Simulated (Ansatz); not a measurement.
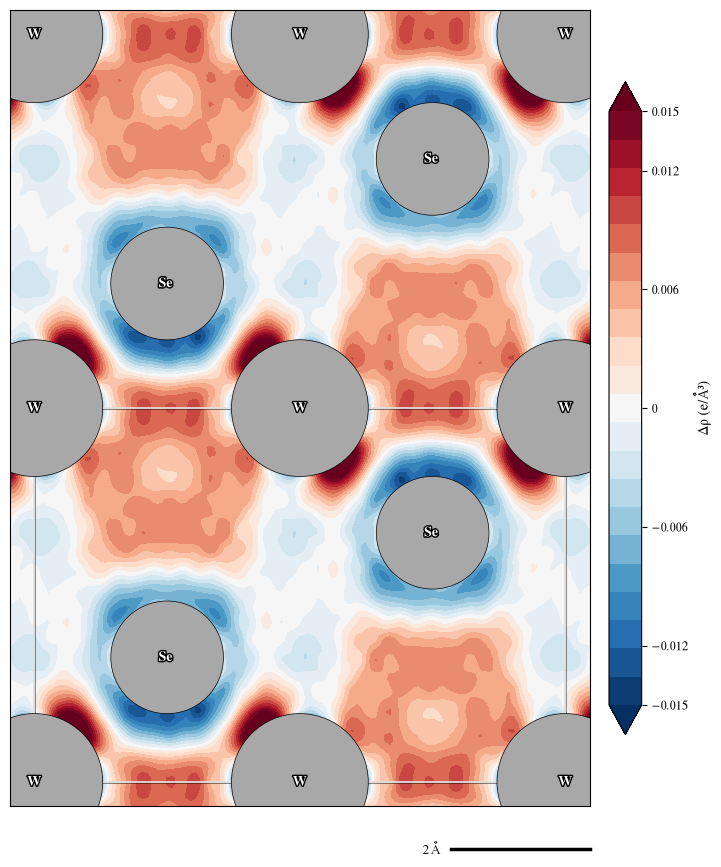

WSe. Difference of the valence pseudo-densities of two functionals at the same geometry, on the (110) plane of the calculation cell: one of PBEsol and r2SCAN less the other.

Space group P6₃/mmc; started from the nickel arsenide prototype, which need not be the ambient phase.

Both computed with Ansatz (plane waves, PAW), on the same k-point mesh. Grey discs cover the atomic cores.

```
CELL_PARAMETERS angstrom
3.10368 0.00000 0.00000
-1.55184 2.68787 0.00000
0.00000 0.00000 7.63693
ATOMIC_POSITIONS crystal
W 0.00000 0.00000 0.00000
W 0.00000 0.00000 0.50000
Se 0.33333 0.66667 0.25000
Se 0.66667 0.33333 0.75000
```

**Which was subtracted from which, and what does the map show?**

It is PBEsol less r2SCAN. Against r2SCAN, PBEsol gives more density around W (+0.006 e/Å³ on average at 1.1 Å from the nucleus), less density around Se (−0.009 e/Å³ on average at 1.0 Å from the nucleus) and more density in the space between the atoms (+0.003 e/Å³ on average).
